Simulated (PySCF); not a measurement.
SMILES c1cccc(C#N)[c]1 (C₇H₄N), doublet at its CAM-B3LYP/def2-SVP optimised geometry (Å):

```
12

N      2.2236     2.8273     0.0011
C      1.6617     1.8192     0.0008
C      0.9443     0.5732     0.0004
C      1.5882    -0.6510     0.0003
C      0.9737    -1.8774     0.0000
C     -0.4261    -1.8774     0.0000
C     -1.1323    -0.6741     0.0000
C     -0.4627     0.5446     0.0003
H      1.5396    -2.8117    -0.0002
H     -0.9659    -2.8273    -0.0002
H     -2.2236    -0.6864    -0.0001
H     -1.0152     1.4861     0.0004
```

Calculation: unrestricted CAM-B3LYP/def2-TZVP (PySCF). Cells within 0.4 Å of a nucleus heavier than hydrogen are left out (blank, or x).

Map of the deformation density (molecule minus spherical neutral atoms) (e/bohr³), clipped to [-0.15, 0.15] on the plane z = 0.0 Å:

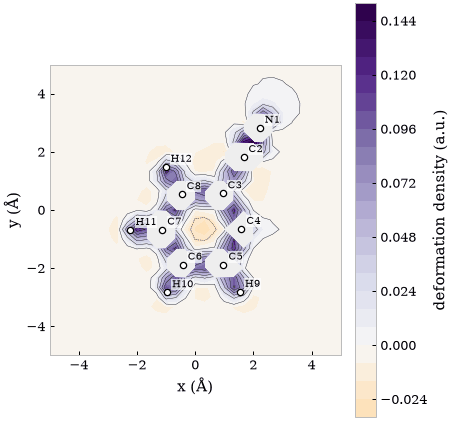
Deformation density (molecule minus spherical neutral atoms) (e/bohr³), clipped to [-0.15, 0.15] on the plane z = 0.0 Å.
